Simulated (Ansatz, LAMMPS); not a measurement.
## Liquid (Na,Rb)(Cl,Br) at 1100 K (68 atoms): a reference run and its variants

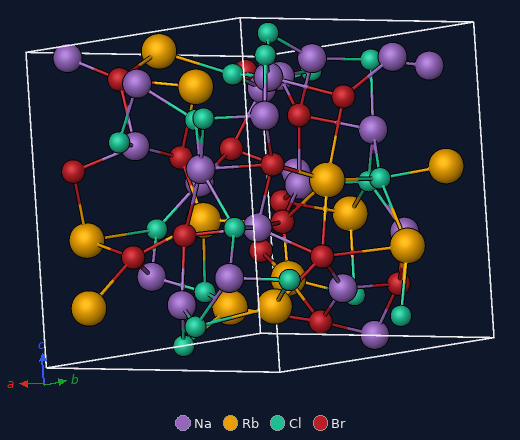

The cell (sodium purple, rubidium orange, chlorine teal, bromine red).

Density of this cell: 2.18 g/cm³. The cell holds 68 atoms: 22 Na, 12 Rb, 18 Cl and 16 Br. Cell: a = 13.797 Å, b = 13.797 Å, c = 13.797 Å, α = 90.0°, β = 90.0°, γ = 90.0°. 68 atoms (22 Na, 12 Rb, 18 Cl, 16 Br) placed at random at 2.18 g/cm³, melted at 1800 K for 10 ps at fixed volume with the Lennard-Jones and Coulomb ion parameters for SPC/E (Joung and Cheatham, J. Phys. Chem. B 112, 9020 (2008)), full charges. Snapshot at the end of a hold of 20 ps at 1100 K and fixed volume.

Geometry: as built.

Reference run: Kohn-Sham DFT, PBE, PAW (set soft_2), plane waves (Ansatz 0.2.0), cutoff 420 eV, Γ point, fermi-dirac smearing of 0.05 eV.

- r.m.s. force component: 0.2847 eV/Å
- pressure: -0.1932 GPa
- gap (highest filled to lowest empty level): 2.754 eV
- SCF cycles: 7
- time: 35 s on 4 threads of Arm Neoverse V2, shared host

**Question.** The same geometry is run again with each of these changes. How far do the results move, and how long does each run take?
- support functions low
- support functions medium
- support functions medium, radius 4.83 Å
- support functions medium, radius 5.18 Å
- repeat of the reference

Each row is set against the plane-wave reference (Kohn-Sham DFT, PBE, PAW (set soft_2), plane waves; r.m.s. force component 0.285 eV/Å). Energies are set beside the reference only for runs with its functional, potentials and electron count. Times are for 4 threads of Arm Neoverse V2, shared host. The reference's time includes the DOS, ELF, the stress and grids, which some other runs skip.

| run | Δ force, r.m.s. (meV/Å) | share of r.m.s. force (%) | Δ energy (meV/atom) | Δ pressure (GPa) | Δ gap (eV) | cycles | time | host memory (GiB) |
| --- | --- | --- | --- | --- | --- | --- | --- | --- |
| reference | - | - | - | - | - | 7 | 35 s | 2.7 |
| support functions low | 0.126 | 0.0442 | -0.434 | - | -3.0e-4 | 12 | 2.8 min | 5.1 |
| support functions medium | 0.1 | 0.0352 | -0.434 | - | 0 | 14 | 3 min | 5.1 |
| support functions medium, radius 4.83 Å | 0.105 | 0.0369 | -0.434 | - | -2.0e-4 | 14 | 2.6 min | 4.8 |
| support functions medium, radius 5.18 Å | 0.096 | 0.0337 | -0.434 | - | 2.0e-4 | 13 | 3.3 min | 5.4 |
| repeat of the reference | 0.001 | 3.0e-4 | 0 | 0 | 0 | 7 | 31 s | 2.7 |

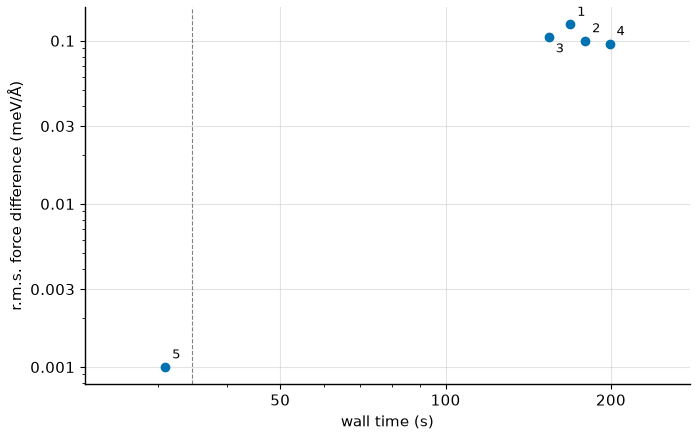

Force difference from the reference against wall time; the dashed line marks the reference's time. Points: 1 support functions low; 2 support functions medium; 3 support functions medium, radius 4.83 Å; 4 support functions medium, radius 5.18 Å; 5 repeat of the reference.

Among numerical settings the force difference runs from 0.096 meV/Å (support functions medium, radius 5.18 Å) to 0.13 meV/Å (support functions low). At 68 atoms the fastest of the runs at a preset level, support functions low, takes roughly 4.9 times the time of plane waves (whose run also made extra analyses, so the like-for-like ratio is larger), in 12 SCF cycles against 7. Differences between support functions and plane waves include what basis error the plane-wave run still has. 

[Hosts, paths, dates, database ids (printed as entryN), source tags and the programs' standing remarks are cut or masked in the printed files.]
